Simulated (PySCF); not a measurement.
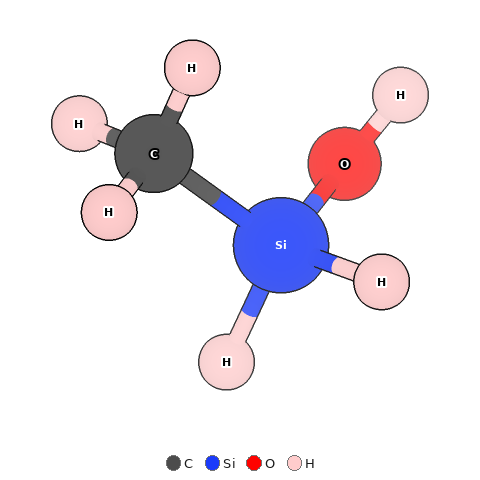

The molecule: CH₆OSi, SMILES C[SiH2]O.

Simulated rotational absorption lines between 20 and 120 GHz at 6 K: rigid rotor with the equilibrium constants and dipole of one optimised conformer (PBE0-D3(BJ)/def2-SVP, PySCF 2.14.0), commonest isotopes; no centrifugal distortion, hyperfine structure, internal rotation or nuclear-spin weights; lines within 1 MHz of each other are summed. Lines of different type are drawn apart.

What are the rotational constants, and what kind of rotor is it?

Answer. Rotational constants A, B, C = 19.49, 6.394, 5.345 GHz; Ray's κ = −0.85, an asymmetric top on the prolate side.

Assign the strongest lines, as J(Ka,Kc).

Answer.
| GHz | upper | lower | type | relative intensity |
| --- | --- | --- | --- | --- |
| 103.35 | 3(3,1) | 2(2,1) | c | 1.00 |
| 103.29 | 3(3,0) | 2(2,0) | c | 1.00 |
| 115.20 | 4(3,2) | 3(2,2) | c | 0.96 |
| 114.92 | 4(3,1) | 3(2,1) | c | 0.96 |

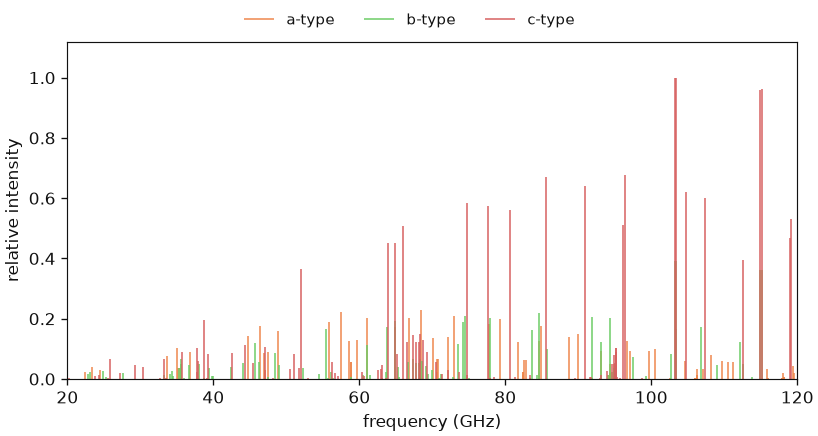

Note: coarse grid, loose stop and no frequency check, small forces are noise and the end may be a saddle.
